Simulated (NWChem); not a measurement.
# AlHSF2 (SMILES [F][Al]([F])[SH]): PBE0/6-31G(d) (spherical functions)

Aim: the electronic atomisation energy of AlHSF2 at PBE0/6-31G* (spherical functions), from 5 runs. 

The results are computed with NWChem 7.3.0.

## 1. Starting point

AlHSF2: 5 atoms, total charge 0, spin state singlet. SMILES: `[F][Al]([F])[SH]`. Geometry: relaxed at PBE0-D4/def2-TZVP.

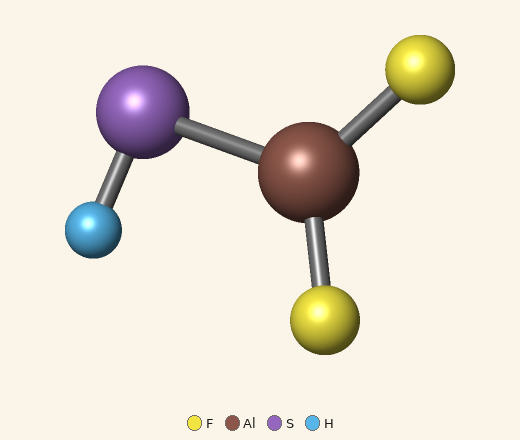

The structure, seen from a chosen angle (fluorine yellow, aluminium brown, sulfur purple, hydrogen blue).

## 2. A single-point energy at PBE0/6-31G(d) (spherical functions) (run 1)

alf2hs.nw

```
start alf2hs
title "AlF2HS"
memory 2200 mb
geometry units angstroms noautosym nocenter noautoz
 F     0.892200    0.387900    1.495500
 Al    0.340300   -0.464700    0.211000
 F     0.820600   -2.015600    0.014600
 S    -1.003400    0.425700   -1.216000
 H    -0.999700    1.593000   -0.546400
end
basis spherical bse
 * library 6-31G*
end
dft
 xc pbe0
 grid coarse
 convergence energy 1e-08
 maxiter 100
 mulliken
 print low
end
task dft energy
```

Command:

```bash
$ nwchem alf2hs.nw > alf2hs.out
```

Standard output:

```text
[...]
 d= 0,ls=0.0,diis     1   -840.5066996044 -1.04D+03  2.07D-02  9.21D-01     1.1
[...]
 d= 0,ls=0.0,diis    10   -840.6108581697 -1.74D-10  2.16D-07  1.02D-10     6.0
         Total DFT energy =     -840.610858169705
      One electron energy =    -1565.727180256506
           Coulomb energy =      590.628109921328
    Exchange-Corr. energy =      -65.408660729624
 Nuclear repulsion energy =      199.896872895097
[...]
      Total Density - Mulliken Population Analysis
     ---------------------------------------------
    Atom       Charge   Shell Charges
 -----------   ------   -------------------------------------------------------
    1 F    9     9.46   2.00  0.92  3.30  1.05  2.18  0.01
    2 Al  13    11.92   2.00  2.00  5.97  0.60  0.90 -0.00  0.14  0.32
    3 F    9     9.46   2.00  0.92  3.30  1.05  2.18  0.01
    4 S   16    16.30   2.00  2.00  5.97  1.34  3.09  0.53  1.33  0.04
    5 H    1     0.86   0.49  0.37
[...]
```

Run time: 6.6 s. Hardware: 1 thread of Intel Xeon Platinum 8488C (Sapphire Rapids), shared host; peak memory 0.11 GiB.

## 3. The Al atom (run 2)

al.nw

```
start al
memory 2200 mb
geometry units angstroms noautosym nocenter noautoz
 Al    0.000000    0.000000    0.000000
end
basis spherical bse
 Al library 6-31G*
end
dft
 xc pbe0
 mult 2
 grid coarse
 convergence energy 1e-08
 maxiter 100
 mulliken
 print low
end
task dft energy
```

Run the same way, it converges to -242.22978 Eh (log not shown).

Run 3 isn't shown in full; the table further down has it.

## 4. The H atom, same level (run 4)

h.xyz

```xyz
1
H
H      0.000000     0.000000     0.000000
```

h.nw

```
start h
title "H"
memory stack 880 mb heap 220 mb global 1100 mb
charge 0

geometry units angstrom noautosym nocenter noautoz
  load h.xyz
end

basis "ao basis" spherical bse
  * library 6-31G*
end

dft
  xc pbe0
  mult 2
  grid coarse
  convergence energy 1e-08
  maxiter 100
  mulliken
  noprint "final vectors analysis"
end

task dft energy
```

Run the same way, it converges to -0.49911 Eh (log not shown).

## 5. The S atom, same level (run 5)

s.nw

```
start s
title "S"
memory total 2200 mb

geometry units angstroms noautosym nocenter noautoz
 S      0.000000     0.000000     0.000000
end

basis spherical bse
 S library 6-31G*
end

dft
 xc pbe0
 mult 3
 grid coarse
 convergence energy 1e-08
 iterations 100
 mulliken
 print low
end

task dft energy
```

Command:

```bash
$ nwchem s.nw > s.out
```

Standard output:

```text
[...]
 d= 0,ls=0.0,diis     1   -397.9332444995 -3.98D+02  1.51D-02  2.38D-02     0.1
[...]
 d= 0,ls=0.0,diis     6   -397.9447727289 -2.12D-09  9.05D-07  3.73D-11     0.4
[...]
         Total DFT energy =     -397.944772728914
      One electron energy =     -549.507810200507
           Coulomb energy =      177.062401163790
    Exchange-Corr. energy =      -25.499363692197
 Nuclear repulsion energy =        0.000000000000
[...]
      Total Density - Mulliken Population Analysis
     ---------------------------------------------
    Atom       Charge   Shell Charges
 -----------   ------   -------------------------------------------------------
    1 S   16    16.00   2.00  2.00  5.97  1.45  2.72  0.55  1.31  0.00
     --------------------------------------------
      Spin Density - Mulliken Population Analysis
     --------------------------------------------
    Atom       Charge   Shell Charges
 -----------   ------   -------------------------------------------------------
    1 S   16     2.00   0.00  0.00  0.01  0.02  1.39 -0.02  0.60  0.00
[...]
      <S2> =      2.0025 (Exact =     2.0000)
[...]
```

It took 0.95 s on 1 thread of Intel Xeon Platinum 8488C (Sapphire Rapids), shared host; peak memory 0.1 GiB.

## 6. Overview of the runs

```tsv
run	level	partner	energy (Eh)	wall time
1	PBE0/6-31G* (spherical functions)	base	-840.610858	6.6 s
2	UPBE0/6-31G* (spherical functions)	atoms	-242.229781	0.97 s
3	UPBE0/6-31G* (spherical functions)	atoms	-99.623539	0.71 s
4	UPBE0/6-31G* (spherical functions)	atoms	-0.499109	0.69 s
5	UPBE0/6-31G* (spherical functions)	atoms	-397.944773	0.95 s
```

## 7. What came out

At PBE0/6-31G* (spherical functions):

```
                     quantity          value
         S atom: total energy  -397.94477 Eh
                 S atom: ⟨S²⟩          2.002
electronic atomisation energy      18.779 eV
```

Taking the molecule apart into free atoms costs 18.78 eV (433 kcal/mol), before zero-point energy and without spin-orbit coupling. All runs together took 9.9 s, the longest 6.6 s.
